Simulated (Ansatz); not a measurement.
# 2 structures of MnZn: ranking of polymorphs by energy from a Python script

The task is a ranking of polymorphs by energy, for 2 structures of MnZn.

Program: Ansatz 0.2.0, driven from Python. Level of theory: DFT r2SCAN, plane waves, PAW. These are calculated values, not measurements.

### Step 1. The structure

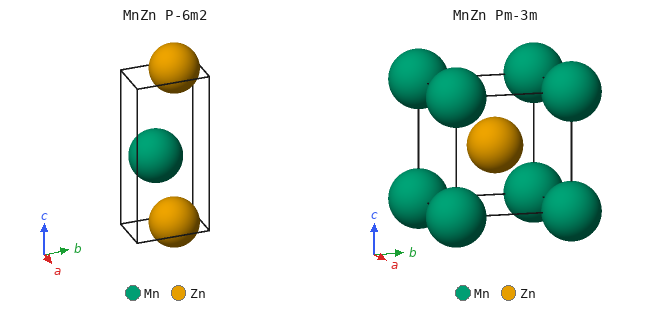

The starting structures, one conventional cell each, each at its own scale.

The script reads mnzn_p_6m2.extxyz:

```xyz
2
Lattice="2.64149185 0.0 0.0 -1.32074592 2.28759904 0.0 0.0 0.0 4.400949" Properties=species:S:1:pos:R:3:initial_magmoms:R:1 pbc="T T T"
Mn    1.32074594    0.76253301    2.20047450  4.00
Zn   -0.00000001    1.52506604    0.00000000  0.00
```

Input file mnzn_pm_3m.xyz:

```xyz
2
Lattice="3.07 0.0 0.0 0.0 3.07 0.0 0.0 0.0 3.07" Properties=species:S:1:pos:R:3:initial_magmoms:R:1 pbc="T T T"
Mn    0.00000000    0.00000000    0.00000000  4.00
Zn    1.53500000    1.53500000    1.53500000  0.00
```

### Step 2. Script

File run_polymorphs.py:

```python
"""Relative energies of MnZn phases, after relaxing cells and atoms."""

import warnings

import ansatz as az
import numpy as np
import spglib


def run_phase(name, crystal):
    calc = (
        crystal.calculation()
        .functional(az.Functional.R2SCAN)
        .basis(550)
        .kpoints(spacing=0.27)
        .occupations("gaussian", width=0.05)
        .spin("collinear")
        .stress()
        .band_table()
    )
    calc = calc.relax(force_tolerance=0.02, max_steps=40, cell=True)
    return calc.run(threads=1)


def pressure_gpa(outcome):
    return float(np.trace(outcome.report["stress_gpa"]) / 3)


def volume_per_atom(outcome):
    return abs(np.linalg.det(outcome.lattice.cell_ang)) / len(outcome.lattice.sites)


def space_group(outcome):
    sites = outcome.report["lattice"]["sites"]
    kinds = sorted({site["symbol"] for site in sites})
    cell = (outcome.lattice.cell_ang, [site["position_frac"] for site in sites], [kinds.index(site["symbol"]) for site in sites])
    return spglib.get_spacegroup(cell, symprec=0.01)

warnings.simplefilter("ignore")

phases = {}
p_6m2 = az.Crystal.from_extxyz("mnzn_p_6m2.extxyz")
phases["P-6m2"] = p_6m2
pm_3m = az.Crystal.from_extxyz("mnzn_pm_3m.xyz")
phases["Pm-3m"] = pm_3m

done = {name: run_phase(name, crystal) for name, crystal in phases.items()}

energy = {name: o.report["energy_sigma0_ev"] / len(o.lattice.sites) for name, o in done.items()}
lowest = min(energy.values())
rows = [(name, len(o.lattice.sites), 1000 * (energy[name] - lowest), pressure_gpa(o), volume_per_atom(o), space_group(o), abs(o.report["magnetization_mub"]) / len(o.lattice.sites)) for name, o in done.items()]
rows.sort(key=lambda row: row[2])
print("| phase | atoms | dE (meV/atom) | P (GPa) | V (A^3/atom) | space group | M (muB/atom) |")
print("| --- | --- | --- | --- | --- | --- | --- |")
for row in rows:
    print(f"| {row[0]} | {row[1]:d} | {row[2]:.1f} | {row[3]:.2f} | {row[4]:.3f} | {row[5]} | {row[6]:.2f} |")
print("lowest in energy:", rows[0][0])
```

### Step 3. What the engine is handed

The package turns the script's settings into the engine's input (first run):

```yaml
crystal:
  lattice:
    - [2.64149185, 0.0, 0.0]
    - [-1.32074592, 2.28759904, 0.0]
    - [0.0, 0.0, 4.400949]
  atoms:
    - { symbol: Mn, position: [0.6666666709857534, 0.3333333318762015, 0.5], spin: 4.0 }
    - { symbol: Zn, position: [0.3333333311999443, 0.666666672495194, 0.0], spin: 0.0 }
basis:
  ecutwfc: 550.0
kpoints:
  mp_grid:
    kspacing: 0.27
hamiltonian:
  xc: r2scan
magnetization:
  spin_polarized: true
scf:
  occupations:
    method: gaussian
    width: 0.05
relax:
  f_tol: 0.02
  max_steps: 40
  cell: {}
output:
  stress: true
  eigenvalues: true
```

### Step 4. Running it

The run is started by

```
$ python run_polymorphs.py
```

Output:

```text
| phase | atoms | dE (meV/atom) | P (GPa) | V (A^3/atom) | space group | M (muB/atom) |
| --- | --- | --- | --- | --- | --- | --- |
| Pm-3m | 2 | 0.0 | 0.00 | 14.414 | Pm-3m (221) | 1.91 |
| P-6m2 | 2 | 126.0 | -0.00 | 14.811 | P-6m2 (187) | 1.93 |
lowest in energy: Pm-3m
```

Run time: 5.5 min. Hardware: 1 thread of Arm Neoverse V1, shared host; peak memory 0.62 GiB.

### Step 5. Inputs of later runs

The engine's inputs for the other runs:

Run 2, against run 1:

```diff
@@ -3,3 +3,3 @@
-    - [2.64149185, 0.0, 0.0]
-    - [-1.32074592, 2.28759904, 0.0]
-    - [0.0, 0.0, 4.400949]
+    - [3.07, 0.0, 0.0]
+    - [0.0, 3.07, 0.0]
+    - [0.0, 0.0, 3.07]
@@ -7,2 +7,2 @@
-    - { symbol: Mn, position: [0.6666666709857534, 0.3333333318762015, 0.5], spin: 4.0 }
-    - { symbol: Zn, position: [0.3333333311999443, 0.666666672495194, 0.0], spin: 0.0 }
+    - { symbol: Mn, position: [0.0, 0.0, 0.0], spin: 4.0 }
+    - { symbol: Zn, position: [0.5, 0.5, 0.5], spin: 0.0 }
```

### Step 6. The engine's runs

The 2 runs, in the order started:

```csv
run,space group at the end,energy from run 2 (meV/atom),final volume (Å³/atom),moment (μB/cell),SCF cycles in all,CPU time (s)
1,P-6m2,125.98,14.81,3.85,99,300
2,Pm-3m,0.00,14.41,3.83,39,33
```

Energies are extrapolated to zero smearing width, as in the script. 

### Step 7. Path of the relaxation of run 1

Relaxation path:

| step | E - E(step 1) (eV/cell) | largest force component (eV/Å) | pressure (GPa) | volume (Å³) |
| --- | --- | --- | --- | --- |
| 1 | 0.0000 | 0.0000 | 10.57 | 26.59 |
| 2 | -0.0996 | 0.0000 | 3.85 | 28.20 |
| 3 | -0.1320 | 0.0000 | 0.54 | 29.31 |
| 4 | -0.1347 | 0.0000 | 0.02 | 29.56 |
| 5 | -0.1348 | 0.0000 | 0.00 | 29.59 |
| 6 | -0.1348 | 0.0000 | 0.00 | 29.60 |
| 7 | -0.1361 | 0.0000 | 0.05 | 29.60 |
| 8 | -0.1361 | 0.0000 | 0.00 | 29.62 |
| 9 | -0.1361 | 0.0000 | 0.00 | 29.62 |

Step 1 is the start. Steps 7, 9 each repeat the geometry before them on a plane-wave basis chosen anew, so the energy can jump there without any move.

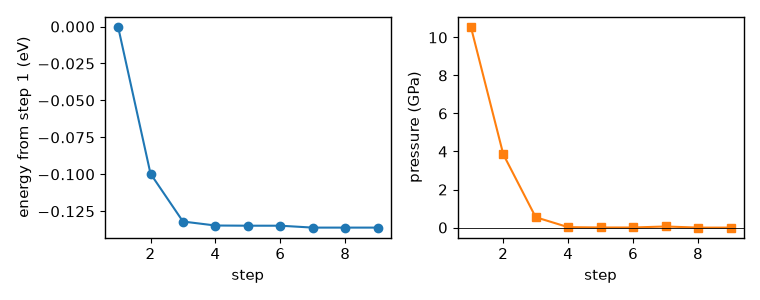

Energy and pressure along the relaxation.

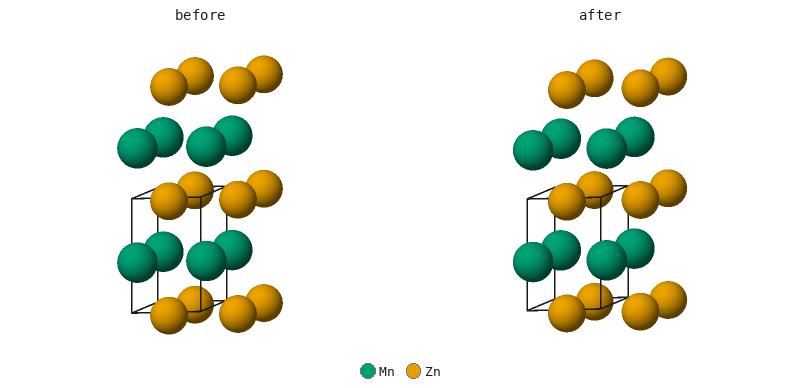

Before and after, at one scale.

|  | before | after | change |
| --- | --- | --- | --- |
| a (Å) | 2.641 | 2.821 | +6.8 % |
| b (Å) | 2.641 | 2.821 | +6.8 % |
| c (Å) | 4.401 | 4.299 | -2.3 % |
| volume (Å³/atom) | 13.30 | 14.81 | +11.4 % |
| shortest distance (Å) | 2.641 | 2.697 | +2.1 % |
| space group (0.01 Å) | P-6m2 | P-6m2 | same |

Forces and stress were held to the start's 12 operations: a distortion of lower symmetry was not tested.

### Step 8. How the relaxation of run 2 went

Relaxation path:

| step | energy from step 1 (eV/cell) | largest force component (eV/Å) | pressure (GPa) | volume (Å³) |
| --- | --- | --- | --- | --- |
| 1 | 0.0000 | 0.0000 | -0.29 | 28.93 |
| 2 | -0.0001 | 0.0000 | -0.10 | 28.86 |
| 3 | -0.0001 | 0.0000 | 0.01 | 28.83 |
| 4 | -0.0001 | 0.0000 | 0.00 | 28.83 |

Step 1 is the start. Step 4 repeats the geometry before it on a plane-wave basis chosen anew for that cell, so its energy need not be comparable with the rows above.

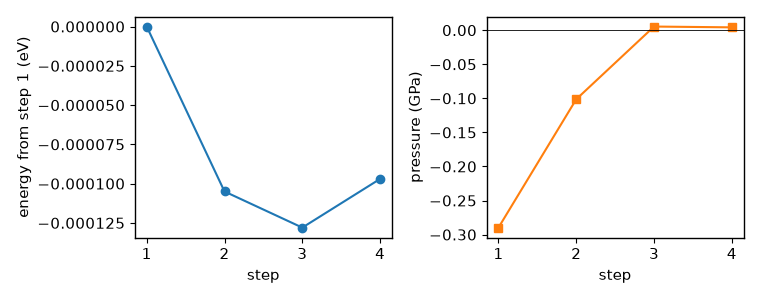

Energy and pressure along the relaxation.

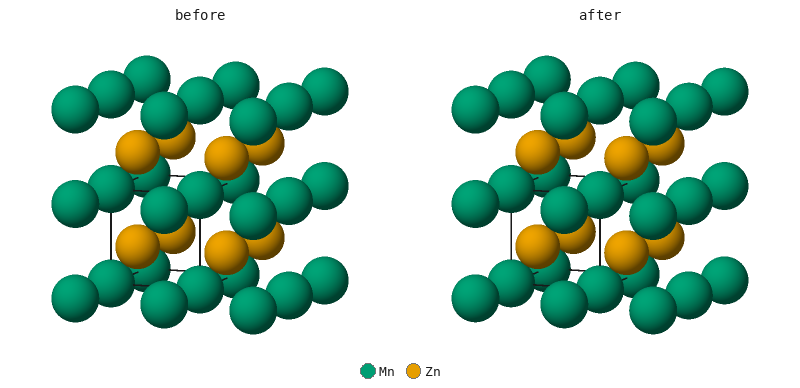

The structure before (left) and after (right) the relaxation, drawn at the same scale. The change is too small to see at this scale.

|  | before | after | change |
| --- | --- | --- | --- |
| a (Å) | 3.070 | 3.066 | -0.1 % |
| b (Å) | 3.070 | 3.066 | -0.1 % |
| c (Å) | 3.070 | 3.066 | -0.1 % |
| volume (Å³/atom) | 14.47 | 14.41 | -0.4 % |
| shortest distance (Å) | 2.659 | 2.655 | -0.1 % |
| space group (0.01 Å) | Pm-3m | Pm-3m | same |

Forces and stress were held to the start's 48 operations: a distortion of lower symmetry was not tested.

### Step 9. Summary of results

| quantity | value |
| --- | --- |
| runs compared | 2 |
| lowest | run 2 (Pm-3m) |
| next above it by | 126.0 meV/atom |
| moves of the relaxation of run 1 | 6 |
| energy gained in run 1 (ahead of the last change of basis) | 68.0 meV/atom |
| last largest force component of run 1 | 0.0000 eV/Å |
| relaxed conventional cell of run 1 | a = 2.821 Å, b = 2.821 Å, c = 4.299 Å, α = 90.00°, β = 90.00°, γ = 120.00° |
| space group at the end of run 1 | P-6m2 |
| moves of the relaxation of run 2 | 2 |
| energy gained in run 2 (ahead of the last change of basis) | 0.1 meV/atom |
| last largest force component of run 2 | 0.0000 eV/Å |
| relaxed conventional cell of run 2 | a = 3.066 Å, b = 3.066 Å, c = 3.066 Å, α = 90.00°, β = 90.00°, γ = 90.00° |
| space group at the end of run 2 | Pm-3m |

In words: By space group at the end of each run: Pm-3m (+0 meV an atom, 14.4 Å³) and P-6m2 (+126 meV an atom, 14.8 Å³). In run 1, over 6 moves the cell grew by 11.4 % in volume, and the space group stayed P-6m2. In run 2, over 2 moves the cell shrank by 0.4 % in volume, and the space group stayed Pm-3m. Caveats:
- Pressure is positive in compression.
- r2SCAN tends to overestimate the moments of itinerant magnets.
- The ranking holds among these structures alone, at zero temperature; the ground state may be another structure. Magnetic phases start from parallel moments and may not end in their lowest magnetic state. Differences under about 40 meV an atom lie within the error of mesh and functional. Whether this is the phase that is stable at ambient conditions was not tested.
